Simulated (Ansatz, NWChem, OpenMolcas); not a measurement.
# Swapping H for OH on B: the HOMO–LUMO gap

On one B centre, n of the H ligands are replaced by OH. The HOMO–LUMO gap y in eV at B3LYP/6-31G* (spherical functions). Shapes: PBE0-D4/def2-TZVP. Flexible molecules stand in one conformer, not always the lowest. Programs: Ansatz 0.2.0, NWChem 7.3.0, OpenMolcas 26.06. A level may come from different programs for different species; with the same settings they agree closely.

| molecule | n | y (eV) |
| --- | --- | --- |
| BH3 | 0 | 7.78 |
| BH2(OH) | 1 | ? |
| BH(OH)2 | 2 | 9.98 |
| B(OH)3 | 3 | 10.25 |

Problem. Fit y = c + s·n to the known rows and predict BH2(OH).

Solution. 
1. Means of the 3 rows: n = 1.66667, y = 9.337.
2. Σ(Δn)² = 4.6667, Σ(Δn·Δy) = 4.0267, so the slope is 4.0267/4.6667 = 0.86286.
3. Intercept: 9.337 − (0.86286) × 1.66667 = 7.899. The largest residual of the fit is 0.36.
4. BH2(OH): 7.899 + (0.86286) × 1 = 8.76 eV.

The run gave 8.37 eV, so the prediction is off by +0.39 eV, about the largest residual. The steps per swap are uneven (+0.59, +1.61, +0.27), so a line is a poor model. Other levels give for BH2(OH): HF/3-21G 16.32 eV. Orbital gaps aren't excitation energies, and the LUMO depends on the basis.

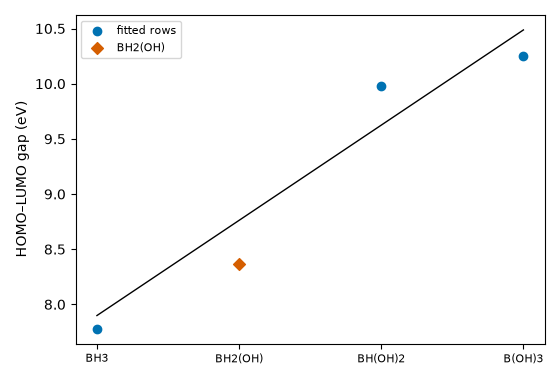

The fitted line, with the withheld member.
